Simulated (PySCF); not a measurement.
# Na···HBe: magnetic exchange

Aim: compute the magnetic exchange of Na···HBe.

Programs: PySCF 2.14.0, with routines of our own; each step states its level. All values are computed. Atoms count from 0.

### 1 The starting structure

3 atoms, charge 0, high-spin multiplicity 3; geometry from: GFN2-xTB fragments, placed rigidly.

The system (radical pair): Na···HBe. The radical centres are 3.16 Å apart; the spin sites are atom 0 (1 unpaired) and atoms 1, 2 (1 unpaired).

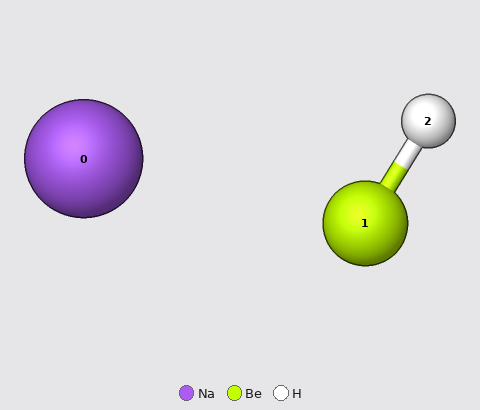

The starting geometry (sodium purple, beryllium green, hydrogen white); sticks join atoms by distance alone.

### 2 Magnetic exchange: CASSCF and SC-NEVPT2/def2-TZVP (2,2)

The job: settings as JSON, then the geometry in Å.

```
{"job": {"kind": "cas", "basis": "def2-TZVP", "active": "magnetic", "zfs": true}, "charge": 0, "high_spin_multiplicity": 3, "spin_sites": [[[0], 1], [[1, 2], 1]]}
Na    -0.624100     0.000000    -2.195700
Be     0.775900     0.000000     0.633900
H     -0.151800    -0.000000     1.561700
```

With the program's defaults for keys left out, this is: CASSCF and SC-NEVPT2/def2-TZVP spin states, gas phase.

Command:

```console
$ OMP_NUM_THREADS=1 python exch_run.py task.json out
```

This one command runs all jobs of the session in turn.

The log of the run:

```text
start orbitals: natural orbitals of the high-spin HF determinant (converged)
active space: 2 electrons in 2 orbitals, 7 closed; orbitals optimised for multiplicities 3 1
macro   0  E = -177.0008540266  dE =  0.000e+00  |g| = 7.811e-02
macro   1  E = -177.0030449729  dE = -2.191e-03  |g| = 2.295e-02
macro   2  E = -177.0034659264  dE = -4.210e-04  |g| = 8.346e-03
macro   3  E = -177.0035055867  dE = -3.966e-05  |g| = 4.246e-03
macro   4  E = -177.0035224495  dE = -1.686e-05  |g| = 1.709e-03
macro   5  E = -177.0035246504  dE = -2.201e-06  |g| = 1.071e-03
macro   6  E = -177.0035261261  dE = -1.476e-06  |g| = 6.063e-04
macro   7  E = -177.0035264764  dE = -3.503e-07  |g| = 3.962e-04
macro   8  E = -177.0035266307  dE = -1.543e-07  |g| = 2.017e-04
macro   9  E = -177.0035266786  dE = -4.794e-08  |g| = 1.456e-04
CASSCF converged, mean energy = -177.0035266786
2S+1 = 3  root 0  E(CAS) = -176.99472938  E(NEVPT2) = -177.21787936  occupations 1.000 1.000
2S+1 = 1  root 0  E(CAS) = -177.01232398  E(NEVPT2) = -177.24025315  occupations 1.729 0.271
2S+1 = 1  root 1  E(CAS) = -176.86750435  E(NEVPT2) = -177.16240077  occupations 1.713 0.287
2S+1 = 1  root 2  E(CAS) = -176.79450593  E(NEVPT2) = -177.10378426  occupations 1.923 0.077
D(spin-spin) = -0.0575 cm-1, E/D = 0.047
D(spin-orbit) = 0.0000 cm-1, D(total) = -0.0575 cm-1, E/D = 0.047
```

Wall time 1.1 s (1 thread of Arm Neoverse N1, shared host).

Key values:

| quantity | value |
| --- | --- |
| J (CASSCF) | -1931 cm⁻¹ |
| J (NEVPT2) | -2455 cm⁻¹ |
| low less high spin (NEVPT2) | -14.0 kcal/mol |
| diradical index y0 | 0.27 |
| zero-field D | -0.058 cm⁻¹ |

Mulliken spin populations of the high-spin state:

| atom | value (e) |
| --- | --- |
| Na0 | 0.96 |
| Be1 | 1.02 |
| H2 | 0.02 |

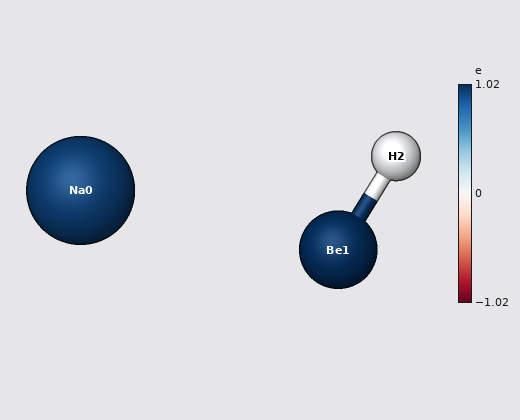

Mulliken spin populations of the high-spin state, as colours on the atoms.

Orbitals, density, ELF and potential are computed afterwards from the orbital file.

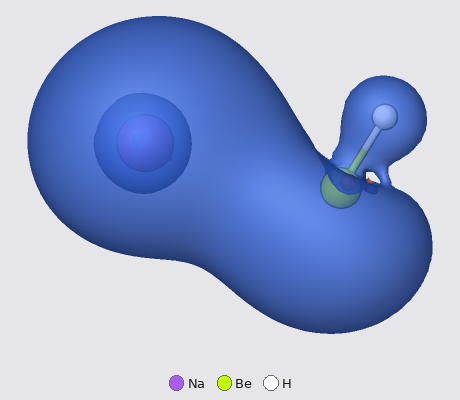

Spin density at ±0.01 e/Å³ (alpha excess blue, beta excess red).

### 3 Magnetic exchange: HF/def2-TZVP

The job: settings as JSON, then the geometry in Å.

```
{"job": {"kind": "bs", "xc": "HF", "basis": "def2-TZVP", "rks": true}, "charge": 0, "high_spin_multiplicity": 3, "spin_sites": [[[0], 1], [[1, 2], 1]]}
Na    -0.624100     0.000000    -2.195700
Be     0.775900     0.000000     0.633900
H     -0.151800    -0.000000     1.561700
```

Method: HF/def2-TZVP high-spin, broken-symmetry and restricted single points, gas phase.

The log of the run:

```text
high-spin state, multiplicity 3
final grid: 27720 points
cycle   1  E = -176.9588632139  dE = -4.777e-02  |g| = 1.073e-01  |ddm| = 1.027e+00
cycle   2  E = -176.9863624144  dE = -2.750e-02  |g| = 5.245e-02  |ddm| = 3.828e-01
cycle   3  E = -176.9953117005  dE = -8.949e-03  |g| = 2.072e-02  |ddm| = 2.699e-01
cycle   4  E = -176.9967064860  dE = -1.395e-03  |g| = 1.122e-02  |ddm| = 9.576e-02
cycle   5  E = -176.9971132293  dE = -4.067e-04  |g| = 5.418e-03  |ddm| = 4.671e-02
cycle   6  E = -176.9972200912  dE = -1.069e-04  |g| = 1.713e-03  |ddm| = 2.593e-02
cycle   7  E = -176.9972331618  dE = -1.307e-05  |g| = 7.047e-04  |ddm| = 8.289e-03
cycle   8  E = -176.9972372668  dE = -4.105e-06  |g| = 4.174e-04  |ddm| = 5.152e-03
cycle   9  E = -176.9972396549  dE = -2.388e-06  |g| = 1.988e-04  |ddm| = 5.506e-03
cycle  10  E = -176.9972402105  dE = -5.556e-07  |g| = 7.372e-05  |ddm| = 3.589e-03
cycle  11  E = -176.9972402490  dE = -3.851e-08  |g| = 2.869e-05  |ddm| = 9.394e-04
cycle  12  E = -176.9972402537  dE = -4.729e-09  |g| = 1.095e-05  |ddm| = 2.412e-04
converged SCF energy = -176.9972402537

broken-symmetry state, M_S = 0, start: spins of the second site flipped
final grid: 27720 points
cycle   1  E = -177.0006363179  dE = -1.375e-02  |g| = 2.617e-02  |ddm| = 1.720e-01
cycle   2  E = -177.0039041724  dE = -3.268e-03  |g| = 1.407e-02  |ddm| = 8.984e-02
cycle   3  E = -177.0054876588  dE = -1.583e-03  |g| = 5.960e-03  |ddm| = 9.687e-02
cycle   4  E = -177.0057802998  dE = -2.926e-04  |g| = 2.697e-03  |ddm| = 4.540e-02
cycle   5  E = -177.0058396589  dE = -5.936e-05  |g| = 1.224e-03  |ddm| = 2.129e-02
cycle   6  E = -177.0058518387  dE = -1.218e-05  |g| = 7.637e-04  |ddm| = 8.416e-03
cycle   7  E = -177.0058581265  dE = -6.288e-06  |g| = 5.021e-04  |ddm| = 6.301e-03
cycle   8  E = -177.0058612709  dE = -3.144e-06  |g| = 2.949e-04  |ddm| = 4.903e-03
cycle   9  E = -177.0058626792  dE = -1.408e-06  |g| = 7.881e-05  |ddm| = 4.960e-03
cycle  10  E = -177.0058627392  dE = -6.000e-08  |g| = 2.263e-05  |ddm| = 8.541e-04
cycle  11  E = -177.0058627416  dE = -2.345e-09  |g| = 9.207e-06  |ddm| = 1.656e-04
converged SCF energy = -177.0058627416

<S^2> high spin = 2.0013, broken symmetry = 0.7490
E(HS) - E(BS) = 1892.42 cm-1
J_noodleman = -1892.42 cm-1
J_unprojected = -946.21 cm-1
J_yamaguchi = -1511.15 cm-1

restricted closed-shell singlet
final grid: 27720 points
cycle   1  E = -176.9879808045  dE = -4.893e-02  |g| = 5.957e-02  |ddm| = 6.006e-01
cycle   2  E = -176.9905319805  dE = -2.551e-03  |g| = 2.310e-02  |ddm| = 1.092e-01
cycle   3  E = -176.9914281349  dE = -8.962e-04  |g| = 1.050e-02  |ddm| = 6.635e-02
cycle   4  E = -176.9916800205  dE = -2.519e-04  |g| = 4.467e-03  |ddm| = 3.711e-02
cycle   5  E = -176.9917462663  dE = -6.625e-05  |g| = 1.197e-03  |ddm| = 2.454e-02
cycle   6  E = -176.9917503136  dE = -4.047e-06  |g| = 2.340e-04  |ddm| = 6.379e-03
cycle   7  E = -176.9917504255  dE = -1.120e-07  |g| = 3.617e-05  |ddm| = 1.271e-03
cycle   8  E = -176.9917504277  dE = -2.174e-09  |g| = 6.688e-06  |ddm| = 2.624e-04
converged SCF energy = -176.9917504277
```

It took 0.4 s on 1 thread of Arm Neoverse N1, shared host.

From this job:

| quantity | value |
| --- | --- |
| J (Yamaguchi) | -1511 cm⁻¹ |
| low less high spin, projected | -8.6 kcal/mol |
| closed shell less high spin (no spin gap: the broken-symmetry state lies far lower) | 3.4 kcal/mol |

### 4 Magnetic exchange: r2SCAN/def2-TZVP

The job: settings as JSON, then the geometry in Å.

```
{"job": {"kind": "bs", "xc": "r2SCAN", "grid": 2, "basis": "def2-TZVP", "rks": true}, "charge": 0, "high_spin_multiplicity": 3, "spin_sites": [[[0], 1], [[1, 2], 1]]}
Na    -0.624100     0.000000    -2.195700
Be     0.775900     0.000000     0.633900
H     -0.151800    -0.000000     1.561700
```

Method: r2SCAN/def2-TZVP high-spin, broken-symmetry and restricted single points, gas phase.

The log of the run:

```text
high-spin state, multiplicity 3
final grid: 27720 points
cycle   1  E = -177.4923625977  dE = -5.459e-03  |g| = 4.016e-02  |ddm| = 3.410e-01
cycle   2  E = -177.4907450426  dE =  1.618e-03  |g| = 4.663e-02  |ddm| = 2.843e-01
cycle   3  E = -177.4943307314  dE = -3.586e-03  |g| = 6.121e-03  |ddm| = 1.948e-01
cycle   4  E = -177.4944117667  dE = -8.104e-05  |g| = 1.153e-03  |ddm| = 2.798e-02
cycle   5  E = -177.4944137915  dE = -2.025e-06  |g| = 2.569e-04  |ddm| = 5.444e-03
cycle   6  E = -177.4944139212  dE = -1.297e-07  |g| = 8.254e-05  |ddm| = 1.205e-03
cycle   7  E = -177.4944139344  dE = -1.319e-08  |g| = 3.530e-05  |ddm| = 2.955e-04
cycle   8  E = -177.4944139362  dE = -1.736e-09  |g| = 8.638e-06  |ddm| = 7.563e-05
converged SCF energy = -177.4944139362

broken-symmetry state, M_S = 0, start: spins of the second site flipped
final grid: 27720 points
cycle   1  E = -177.5064760353  dE = -2.207e-02  |g| = 3.858e-02  |ddm| = 4.631e-01
cycle   2  E = -177.5081403519  dE = -1.664e-03  |g| = 2.476e-02  |ddm| = 1.683e-01
cycle   3  E = -177.5088362274  dE = -6.959e-04  |g| = 5.631e-03  |ddm| = 5.612e-02
cycle   4  E = -177.5089055619  dE = -6.933e-05  |g| = 2.632e-03  |ddm| = 2.449e-02
cycle   5  E = -177.5089308276  dE = -2.527e-05  |g| = 1.544e-03  |ddm| = 2.073e-02
cycle   6  E = -177.5089370670  dE = -6.239e-06  |g| = 4.252e-04  |ddm| = 7.386e-03
cycle   7  E = -177.5089376286  dE = -5.615e-07  |g| = 1.198e-04  |ddm| = 3.064e-03
cycle   8  E = -177.5089376737  dE = -4.511e-08  |g| = 4.605e-05  |ddm| = 8.892e-04
cycle   9  E = -177.5089376799  dE = -6.181e-09  |g| = 1.281e-05  |ddm| = 2.534e-04
converged SCF energy = -177.5089376799

<S^2> high spin = 2.0015, broken symmetry = 0.5152
E(HS) - E(BS) = 3187.59 cm-1
J_noodleman = -3187.59 cm-1
J_unprojected = -1593.80 cm-1
J_yamaguchi = -2144.70 cm-1

restricted closed-shell singlet
final grid: 27720 points
cycle   1  E = -177.3819959108  dE =  1.013e-01  |g| = 2.966e-01  |ddm| = 1.398e+00
cycle   2  E = -177.3936098466  dE = -1.161e-02  |g| = 3.643e-01  |ddm| = 1.840e+00
cycle   3  E = -177.4901738675  dE = -9.656e-02  |g| = 1.159e-01  |ddm| = 7.437e-01
cycle   4  E = -177.5014938238  dE = -1.132e-02  |g| = 4.584e-02  |ddm| = 2.619e-01
cycle   5  E = -177.5042499316  dE = -2.756e-03  |g| = 1.245e-02  |ddm| = 2.092e-01
cycle   6  E = -177.5044177686  dE = -1.678e-04  |g| = 2.692e-03  |ddm| = 4.367e-02
cycle   7  E = -177.5044284008  dE = -1.063e-05  |g| = 1.812e-03  |ddm| = 1.513e-02
cycle   8  E = -177.5044321501  dE = -3.749e-06  |g| = 3.019e-04  |ddm| = 7.142e-03
cycle   9  E = -177.5044322290  dE = -7.895e-08  |g| = 1.253e-04  |ddm| = 1.534e-03
cycle  10  E = -177.5044322452  dE = -1.619e-08  |g| = 2.914e-05  |ddm| = 5.331e-04
cycle  11  E = -177.5044322463  dE = -1.115e-09  |g| = 4.799e-06  |ddm| = 2.047e-04
converged SCF energy = -177.5044322463
```

Run time: 7.2 s. Hardware: 1 thread of Arm Neoverse N1, shared host; peak memory 0.22 GiB.

Key values:

| quantity | value |
| --- | --- |
| J (Yamaguchi) | -2145 cm⁻¹ |
| low less high spin, projected | -12.3 kcal/mol |
| closed shell less high spin | -6.3 kcal/mol |

### 5 Magnetic exchange: HF/def2-TZVP in dimethylsulfoxide, grid 0

The job: settings as JSON, then the geometry in Å.

```
{"job": {"kind": "bs", "xc": "HF", "basis": "def2-TZVP", "rks": true, "grid": 0, "solvent": "dimethylsulfoxide"}, "charge": 0, "high_spin_multiplicity": 3, "spin_sites": [[[0], 1], [[1, 2], 1]]}
Na    -0.624100     0.000000    -2.195700
Be     0.775900     0.000000     0.633900
H     -0.151800    -0.000000     1.561700
```

Level: HF/def2-TZVP high-spin, broken-symmetry and restricted single points, IEF-PCM dimethylsulfoxide.

The log of the run:

```text
high-spin state, multiplicity 3
final grid: 3312 points
cycle   1  E = -176.9617877409  dE = -4.973e-02  |g| = 1.079e-01  |ddm| = 1.054e+00
cycle   2  E = -176.9903616479  dE = -2.857e-02  |g| = 5.525e-02  |ddm| = 3.782e-01
cycle   3  E = -177.0007602514  dE = -1.040e-02  |g| = 2.243e-02  |ddm| = 2.806e-01
cycle   4  E = -177.0023811877  dE = -1.621e-03  |g| = 1.199e-02  |ddm| = 9.480e-02
cycle   5  E = -177.0028578092  dE = -4.766e-04  |g| = 5.453e-03  |ddm| = 4.667e-02
cycle   6  E = -177.0029851420  dE = -1.273e-04  |g| = 2.137e-03  |ddm| = 2.513e-02
cycle   7  E = -177.0030203206  dE = -3.518e-05  |g| = 1.364e-03  |ddm| = 1.469e-02
cycle   8  E = -177.0030509920  dE = -3.067e-05  |g| = 9.305e-04  |ddm| = 1.817e-02
cycle   9  E = -177.0030756381  dE = -2.465e-05  |g| = 3.351e-04  |ddm| = 2.761e-02
cycle  10  E = -177.0030777669  dE = -2.129e-06  |g| = 1.317e-04  |ddm| = 7.812e-03
cycle  11  E = -177.0030779465  dE = -1.796e-07  |g| = 6.495e-05  |ddm| = 1.870e-03
cycle  12  E = -177.0030779975  dE = -5.093e-08  |g| = 5.020e-05  |ddm| = 7.883e-04
cycle  13  E = -177.0030780285  dE = -3.098e-08  |g| = 4.917e-05  |ddm| = 4.433e-04
cycle  14  E = -177.0030780495  dE = -2.101e-08  |g| = 4.922e-05  |ddm| = 2.990e-04
cycle  15  E = -177.0030780576  dE = -8.125e-09  |g| = 4.927e-05  |ddm| = 1.133e-04
converged SCF energy = -177.0030780576

broken-symmetry state, M_S = 0, start: spins of the second site flipped
final grid: 3312 points
cycle   1  E = -177.0060906842  dE = -9.968e-03  |g| = 2.163e-02  |ddm| = 1.449e-01
cycle   2  E = -177.0085505906  dE = -2.460e-03  |g| = 1.241e-02  |ddm| = 7.235e-02
cycle   3  E = -177.0100743507  dE = -1.524e-03  |g| = 7.601e-03  |ddm| = 7.820e-02
cycle   4  E = -177.0108929758  dE = -8.186e-04  |g| = 6.399e-03  |ddm| = 5.894e-02
cycle   5  E = -177.0117198474  dE = -8.269e-04  |g| = 5.989e-03  |ddm| = 6.959e-02
cycle   6  E = -177.0119566952  dE = -2.368e-04  |g| = 6.020e-03  |ddm| = 1.984e-02
cycle   7  E = -177.0116086729  dE =  3.480e-04  |g| = 5.935e-03  |ddm| = 2.795e-02
cycle   8  E = -177.0102694191  dE =  1.339e-03  |g| = 6.401e-03  |ddm| = 1.089e-01
cycle   9  E = -177.0113752676  dE = -1.106e-03  |g| = 6.050e-03  |ddm| = 9.300e-02
cycle  10  E = -177.0137948136  dE = -2.420e-03  |g| = 9.446e-03  |ddm| = 2.212e-01
[... 15 cycles left out ...]
cycle  26  E = -177.0120184116  dE =  8.003e-04  |g| = 5.998e-03  |ddm| = 1.646e-01
cycle  27  E = -177.0140747108  dE = -2.056e-03  |g| = 7.750e-03  |ddm| = 1.666e-01
cycle  28  E = -177.0087963654  dE =  5.278e-03  |g| = 1.225e-02  |ddm| = 3.985e-01
cycle  29  E = -177.0103187744  dE = -1.522e-03  |g| = 1.015e-02  |ddm| = 1.504e-01
cycle  30  E = -177.0089998733  dE =  1.319e-03  |g| = 1.476e-02  |ddm| = 8.085e-02
cycle  31  E = -177.0090064061  dE = -6.533e-06  |g| = 1.395e-02  |ddm| = 3.973e-02
cycle  32  E = -177.0084738904  dE =  5.325e-04  |g| = 1.541e-02  |ddm| = 3.742e-02
cycle  33  E = -177.0081584207  dE =  3.155e-04  |g| = 1.611e-02  |ddm| = 3.428e-02
cycle  34  E = -177.0087856002  dE = -6.272e-04  |g| = 1.476e-02  |ddm| = 5.955e-02
cycle  35  E = -177.0081007261  dE =  6.849e-04  |g| = 1.639e-02  |ddm| = 6.470e-02
SCF not converged, last energy = -177.0081007261
restart with level shift 0.3
final grid: 3312 points
cycle   1  E = -177.0019300156  dE = -5.807e-03  |g| = 3.283e-02  |ddm| = 7.203e-02
cycle   2  E = -177.0049618809  dE = -3.032e-03  |g| = 2.399e-02  |ddm| = 5.186e-02
cycle   3  E = -177.0075231159  dE = -2.561e-03  |g| = 1.521e-02  |ddm| = 6.275e-02
cycle   4  E = -177.0087151781  dE = -1.192e-03  |g| = 1.098e-02  |ddm| = 4.269e-02
cycle   5  E = -177.0095063994  dE = -7.912e-04  |g| = 8.397e-03  |ddm| = 3.787e-02
cycle   6  E = -177.0099956308  dE = -4.892e-04  |g| = 6.993e-03  |ddm| = 2.966e-02
cycle   7  E = -177.0103920300  dE = -3.964e-04  |g| = 6.237e-03  |ddm| = 2.831e-02
cycle   8  E = -177.0107076198  dE = -3.156e-04  |g| = 5.834e-03  |ddm| = 2.464e-02
cycle   9  E = -177.0109543325  dE = -2.467e-04  |g| = 5.656e-03  |ddm| = 2.011e-02
cycle  10  E = -177.0111802641  dE = -2.259e-04  |g| = 5.600e-03  |ddm| = 1.870e-02
...
cycle  60  E = -177.0103740634  dE =  1.098e-04  |g| = 5.934e-03  |ddm| = 1.000e-02
cycle  61  E = -177.0103157609  dE =  5.830e-05  |g| = 5.807e-03  |ddm| = 5.649e-03
cycle  62  E = -177.0103127000  dE =  3.061e-06  |g| = 5.701e-03  |ddm| = 2.732e-03
cycle  63  E = -177.0106057875  dE = -2.931e-04  |g| = 5.242e-03  |ddm| = 2.568e-02
cycle  64  E = -177.0105654350  dE =  4.035e-05  |g| = 5.449e-03  |ddm| = 7.030e-03
cycle  65  E = -177.0110154409  dE = -4.500e-04  |g| = 5.419e-03  |ddm| = 3.996e-02
cycle  66  E = -177.0111516774  dE = -1.362e-04  |g| = 5.249e-03  |ddm| = 1.268e-02
cycle  67  E = -177.0109848765  dE =  1.668e-04  |g| = 5.754e-03  |ddm| = 1.583e-02
cycle  68  E = -177.0108145118  dE =  1.704e-04  |g| = 5.920e-03  |ddm| = 1.483e-02
cycle  69  E = -177.0107100157  dE =  1.045e-04  |g| = 5.798e-03  |ddm| = 9.508e-03
cycle  70  E = -177.0107287957  dE = -1.878e-05  |g| = 5.498e-03  |ddm| = 3.022e-03
SCF not converged, last energy = -177.0107287957

<S^2> high spin = 2.0010, broken symmetry = 0.8117
E(HS) - E(BS) = 1679.14 cm-1
J_noodleman = -1679.14 cm-1
J_unprojected = -839.57 cm-1
J_yamaguchi = -1411.91 cm-1

restricted closed-shell singlet
final grid: 3312 points
cycle   1  E = -177.0127892681  dE = -2.454e-02  |g| = 3.964e-02  |ddm| = 4.322e-01
cycle   2  E = -177.0144779094  dE = -1.689e-03  |g| = 1.721e-02  |ddm| = 1.228e-01
cycle   3  E = -177.0150794859  dE = -6.016e-04  |g| = 8.318e-03  |ddm| = 8.053e-02
cycle   4  E = -177.0152981806  dE = -2.187e-04  |g| = 4.816e-03  |ddm| = 4.005e-02
cycle   5  E = -177.0154165306  dE = -1.184e-04  |g| = 2.121e-03  |ddm| = 3.475e-02
cycle   6  E = -177.0154443699  dE = -2.784e-05  |g| = 6.499e-04  |ddm| = 2.033e-02
cycle   7  E = -177.0154459869  dE = -1.617e-06  |g| = 1.779e-04  |ddm| = 5.027e-03
cycle   8  E = -177.0154460642  dE = -7.724e-08  |g| = 3.553e-05  |ddm| = 1.393e-03
cycle   9  E = -177.0154460672  dE = -3.026e-09  |g| = 7.887e-06  |ddm| = 3.158e-04
converged SCF energy = -177.0154460672
```

Wall time 2.7 s (1 thread of Arm Neoverse N1, shared host); peak memory 0.22 GiB.

Diagnosis: the SCF of the broken-symmetry state did not converge, so J is no result here.

### 6 Spin gaps side by side

J for H = −2J S1·S2; the gap is low spin less high spin (projected; unprojected where the broken-symmetry state collapsed; or NEVPT2):

| step | level | geometry | J (cm⁻¹) | gap (kcal/mol) | time |
| --- | --- | --- | --- | --- | --- |
| 2 | CASSCF and SC-NEVPT2/def2-TZVP (2,2) | one | -2455 | -14.0 | 1.1 s |
| 3 | HF/def2-TZVP | one | -1511 | -8.6 | 0.4 s |
| 4 | r2SCAN/def2-TZVP | one | -2145 | -12.3 | 7.2 s |

CASSCF times leave out a start SCF that an earlier step had already made.

### 7 What came out

| quantity | value |
| --- | --- |
| J (CASSCF) (step 2, CASSCF and SC-NEVPT2/def2-TZVP (2,2)) | -1931 cm⁻¹ |
| J (NEVPT2) (step 2, CASSCF and SC-NEVPT2/def2-TZVP (2,2)) | -2455 cm⁻¹ |
| low less high spin (NEVPT2) (step 2, CASSCF and SC-NEVPT2/def2-TZVP (2,2)) | -14.0 kcal/mol |
| diradical index y0 (step 2, CASSCF and SC-NEVPT2/def2-TZVP (2,2)) | 0.27 |
| J | -2455 (CASSCF and SC-NEVPT2/def2-TZVP (2,2)) to -1511 cm⁻¹ (HF/def2-TZVP) |
| runs | 1 failed, 0 ended on unsound input |

What this shows: The levels with a meaningful J put the low-spin state lower (antiferromagnetic coupling), from -2455 to -1511 cm⁻¹.
